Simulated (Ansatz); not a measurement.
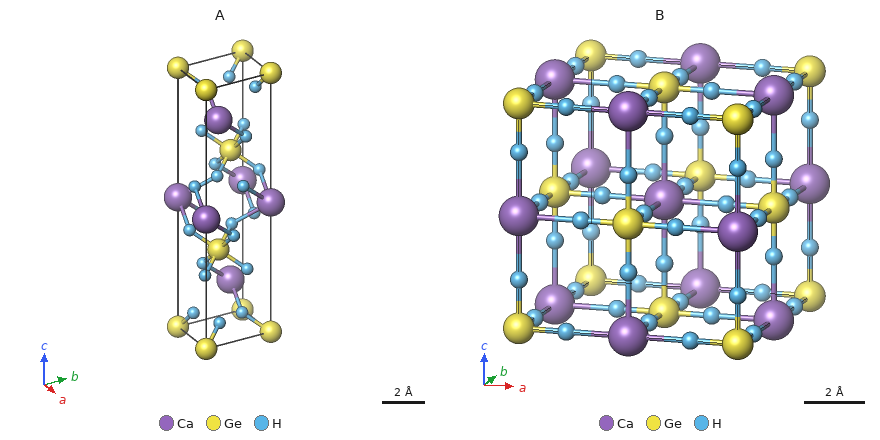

Two structures of CaGeH$_{6}$, each relaxed to rest (conventional cells in solid outline, small ones repeated, not to one scale). Method: Ansatz, DFT, PBEsol, plane waves, PAW, without spin polarisation.

### Which structures are these?

A: 24 atoms a cell on a rhombohedral (trigonal R) lattice, R-3. B: 32 atoms a cell on a face-centred cubic lattice, Fm-3m.

### Compare their energies: which is lower?

A is lower, by 70 meV/atom at this level of theory (energies at zero smearing). Volumes: A 9.5, B 14.3 Å³/atom.

One or both may be structure types tried for this composition rather than known phases.
